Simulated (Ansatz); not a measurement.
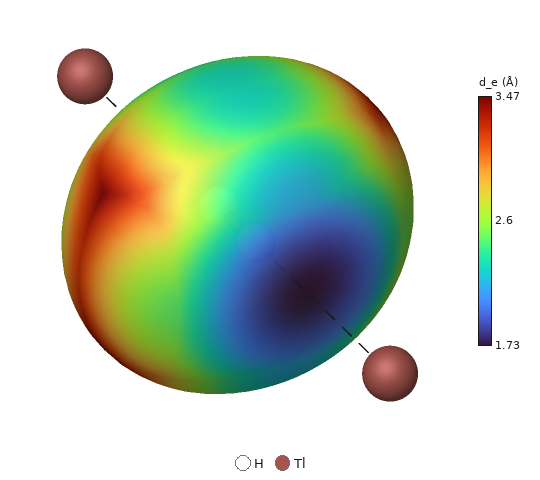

Hirshfeld surface computed for one H2 unit (covalently bonded non-metal atoms) in TlH5 (P4/mmm, No. 123), coloured by d_e. Dashed lines lead to the closest neighbours outside.

The surface is where the fragment's share of the procrystal density (the sum of the densities of spherically averaged neutral Hartree-Fock atoms) equals one half. d_i and d_e are the distances from the surface to the nearest nucleus inside and outside. From Rb on the atoms have core potentials, so only their outer electrons count. X–H bonds are as in the structure, not normalised.

The cell is taken from the input geometry of an electronic-structure calculation (not necessarily at equilibrium); the starting structure was generated, so it need not be a known form of this composition.

```
Tl H
1.0
     6.29282    0.00000    0.00000
     0.00000    6.29282    0.00000
     0.00000    0.00000    4.04256
Tl H
1 5
Direct
  0.50000 0.50000 0.00000
  0.06114 0.50000 0.00000
  0.93886 0.50000 0.00000
  0.50000 0.06114 0.00000
  0.50000 0.93886 0.00000
  0.50000 0.50000 0.50000
```

What is the shortest distance from the fragment to an atom outside it?

H–Tl, 2.76 Å.

How is the surface shared among contacts (nearest atom inside ··· nearest atom outside)?

H···H 69 %, H···Tl 31 %. The surface faces 14 neighbours with more than 2 % of its area each: 12 H + 2 Tl.

Give the size and shape of the surface.

It encloses about 22.5 Å³, has an area of about 39 Å² and a globularity of 0.99 (1 for a sphere).
